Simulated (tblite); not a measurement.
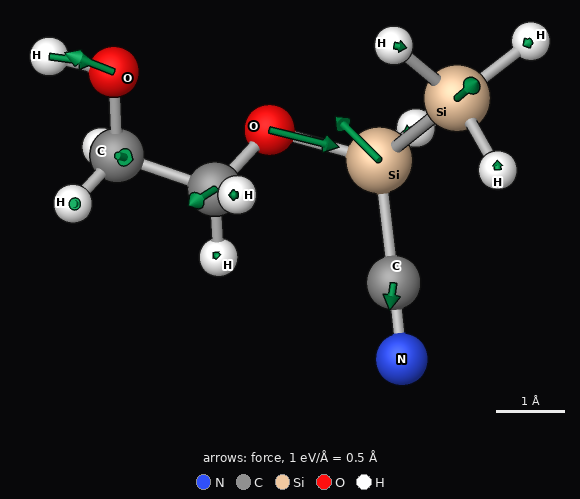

Starting geometry of C3H9NO2Si2 with the computed forces as green arrows. A ball-and-stick model, seen at a tilt.

All numbers below come from GFN2-xTB geometry optimisation, gas phase in tblite. 

Is this structure relaxed? If not, where do the atoms go?

It isn't relaxed: the largest force vector, on a Si atom, is 2.41 eV/Å. The final displacements have little in common with the starting forces (cosine between the two patterns 0.13). The energy falls by 17.8 kcal/mol in 216 geometry steps. An H atom moves most after the best rigid fit: 2.23 Å. By element the largest moves are H 2.23 Å, N 2.00 Å, O 1.76 Å, C 1.05 Å, Si 0.64 Å. Near-neighbour distances that change, for instance: O–Si 4.365 → 2.725 Å, Si–Si 2.215 → 2.307 Å, O–Si 1.695 → 1.633 Å, C–Si 1.835 → 1.874 Å. Bond angles that change, for instance: C–Si–O 112.2° → 97.0°, Si–O–C 114.5° → 126.1°, Si–Si–H 108.5° → 118.9°. Groups turn about O–Si by about 140°, C–O by about 135°, Si–Si by about 80°. The run took 1.8 s on 1 thread of Arm Neoverse V1 (shared host).
